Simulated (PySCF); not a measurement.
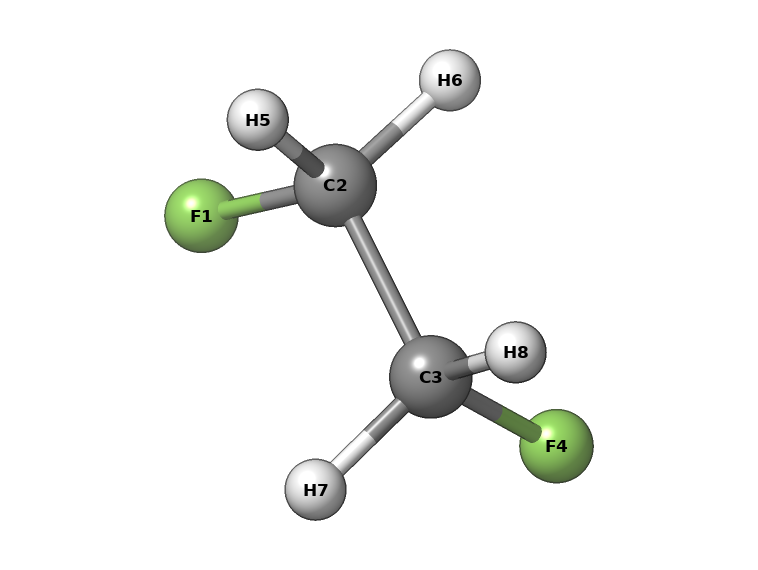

The computed structure is the end point of a PBE0-D3(BJ)/def2-SVP optimisation. No frequency run is at hand to confirm it as a minimum. Method: TDDFT CAM-B3LYP/def2-SVPD, vertical, gas phase, core orbitals frozen in the response (PySCF 2.14.0), and the same with a continuum solvent (IEF-PCM, Bondi radii x 1.2, gas-phase geometry).

How do dipole (D), HOMO–LUMO gap (eV), lowest singlet (eV) change in methanol (ε = 32.6), dimethylsulfoxide (ε = 46.8)?

| medium | dipole (D) | HOMO–LUMO gap (eV) | lowest singlet (eV) |
| --- | --- | --- | --- |
| gas phase | 2.78 | 12.45 | 9.24 |
| methanol | 3.48 | 12.58 | 9.26 |
| dimethylsulfoxide | 3.49 | 12.58 | 9.25 |
